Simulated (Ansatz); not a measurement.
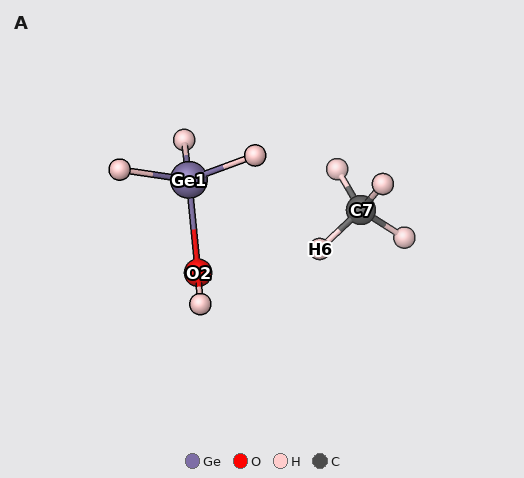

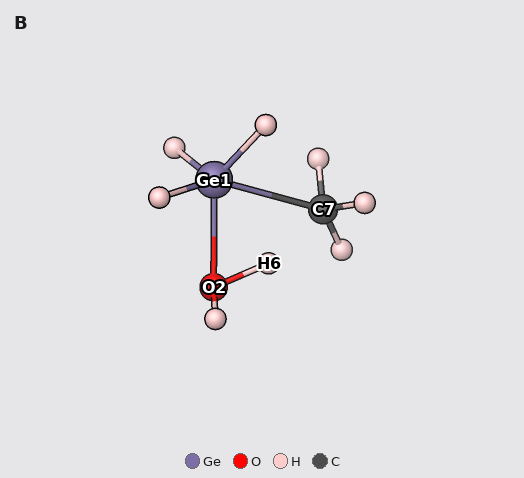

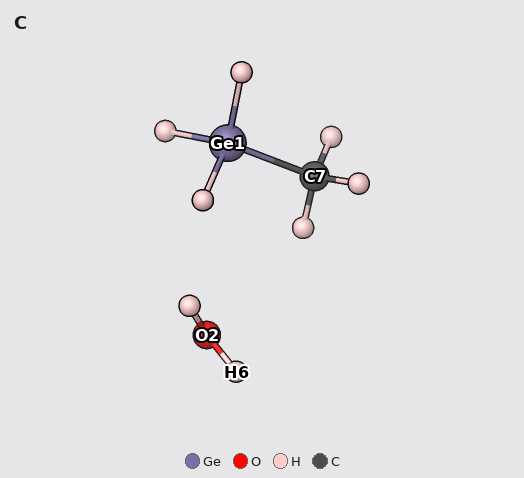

Three stationary points along one reaction path, in mixed order. Sticks follow a distance rule, so a partial bond may show as a full stick or not at all. Charge 0, singlet. Geometries: PBE0-D4/def2-TZVP; all other levels are single points on them, and energies count from the start as drawn. Program: Ansatz 0.2.0. In CBS estimates cores are frozen, and CCSD(T) − MP2 is taken in the smaller basis.

Which panel shows the transition state?

B.

Which bonds form and which break from A to C?

Formed: Ge1–C7, O2–H6; broken: Ge1–O2, H6–C7. At the saddle point Ge1···C7 is 2.37 Å, O2···H6 is 1.16 Å, Ge1···O2 is 2.04 Å, H6···C7 is 1.46 Å.

Give the electronic barrier and the reaction energy from A to C in eV (no zero-point energy) with CCSD(T)/CBS (MP2 limit from def2-TZVPP and def2-QZVPP plus CCSD(T) − MP2); B97M-V/def2-TZVPP; BLYP-D4/def2-TZVPP; PBE-D4/STO-3G; BHLYP-D4/def2-TZVPP; PBE-QIDH (frozen core)/def2-TZVPP; B2PLYP (frozen core)/def2-TZVPP; ωB97M-V/def2-SVP.

```json
{"level": "CCSD(T)/CBS (MP2 limit from def2-TZVPP and def2-QZVPP plus CCSD(T) − MP2)", "barrier": "2.791", "reaction energy": "+0.320"}
{"level": "B97M-V/def2-TZVPP", "barrier": "2.749", "reaction energy": "+0.432"}
{"level": "BLYP-D4/def2-TZVPP", "barrier": "2.572", "reaction energy": "+0.412"}
{"level": "PBE-D4/STO-3G", "barrier": "2.351", "reaction energy": "+0.664"}
{"level": "BHLYP-D4/def2-TZVPP", "barrier": "2.981", "reaction energy": "+0.423"}
{"level": "PBE-QIDH (frozen core)/def2-TZVPP", "barrier": "2.711", "reaction energy": "+0.338"}
{"level": "B2PLYP (frozen core)/def2-TZVPP", "barrier": "2.796", "reaction energy": "+0.412"}
{"level": "ωB97M-V/def2-SVP", "barrier": "2.584", "reaction energy": "+0.382"}
```
